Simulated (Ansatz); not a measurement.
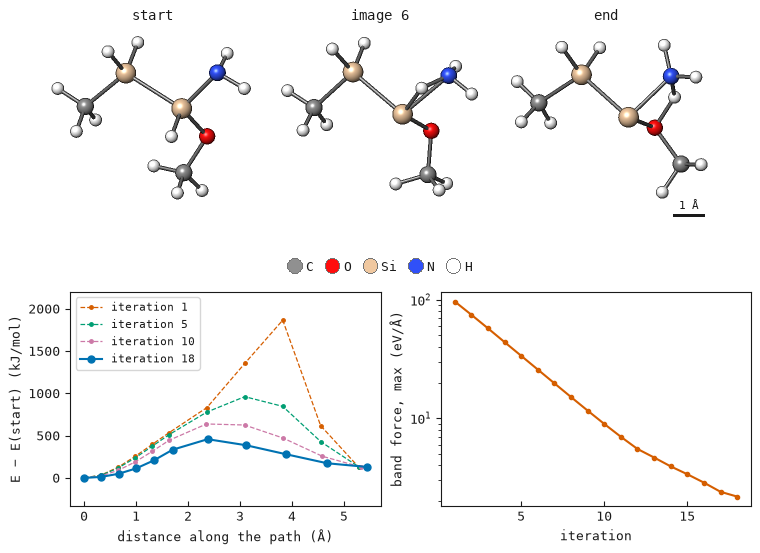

A nudged-elastic-band calculation for C$_{2}$H$_{11}$NOSi$_{2}$. Images are numbered from 0 (start) to 10 (end). The plot follows the band through its iterations. Style: ball-and-stick. Shown at a tilt.

All numbers below come from RKS r2SCAN/STO-3G in Ansatz 0.2.0. Settings: 9 movable images; climbing image; force threshold 0.05 eV/Å; iteration limit 18; optimiser FIRE; largest step 0.02 Å; starting path through a guess of the saddle point.

Did the band converge, and can the barrier be trusted?

Answer. The result isn't final. The band hadn't converged when the run stopped after 18 iterations. The largest component of the band force went from 97 to 2.2 eV/Å. The barrier read from it is provisional: over the last two iterations the highest image moved from 480.0 kJ/mol to 458.0 kJ/mol. The step length is far from the usual. The first iteration put the highest image at 1865.7 kJ/mol. Forward barrier 458.0 kJ/mol, backward barrier 327.7 kJ/mol, with image 6 at the top; the reaction energy is +130.3 kJ/mol.

Limits of the set-up: STO-3G is a minimal basis, so the numbers are rough.
